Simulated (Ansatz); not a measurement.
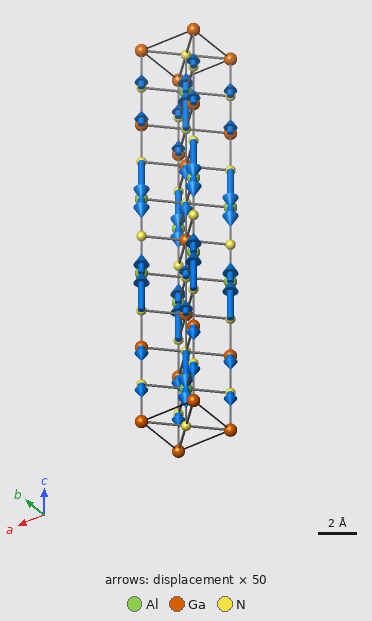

This is a relaxation of a crystal of Al2Ga3N5 (a generated structure, set up in I4/mmm) (coarse preliminary run). The starting structure is drawn; blue arrows show the displacements (the part carried along by the change of the cell is left out), 50 times their true length.

The picture is a ball-and-stick view of the conventional cell (2 times the calculation's cell), seen from a free direction. Lengths and directions refer to the drawn axes.

Theory: DFT PBE, scalar-relativistic, plane waves, PAW in Ansatz 0.2.0. (plane-wave cutoff 420 eV; k-point mesh 8 × 8 × 8; occupations gaussian; smearing width 0.1 eV; no spin polarisation; cell and atoms relaxed; force threshold 0.04 eV/Å; at most 70 steps)

Question: Describe the change and its energy.

Answer: The largest moves relative to the cell, 0.050 Å, are those of N atoms. By element the largest moves are N 0.050 Å, Al 0.025 Å, Ga 0.018 Å. The drawn cell changes as follows: a = b 3.395 → 2.964 Å (−12.7 %), c 24.004 → 20.997 Å (−12.5 %); the volume changes by −33.3 %. Some distances before and after: Al–N 2.400 → 2.074 Å, Ga–N 2.400 → 2.082 Å, Al–N 2.400 → 2.096 Å, Ga–N 2.400 → 2.168 Å. The space group stays I4/mmm (No. 139). The energy falls by 768 meV per atom in 5 accepted moves (7 points after the start). Largest force component: 0.42 eV/Å at the start, 0.017 eV/Å at the end. Pressure: −35.94 GPa at the start and 0.00 GPa at the end. The SCF was repeated twice at an unchanged geometry on a basis and grid sized afresh for the cell, which shifted the energy by 3.3 meV per atom at most.
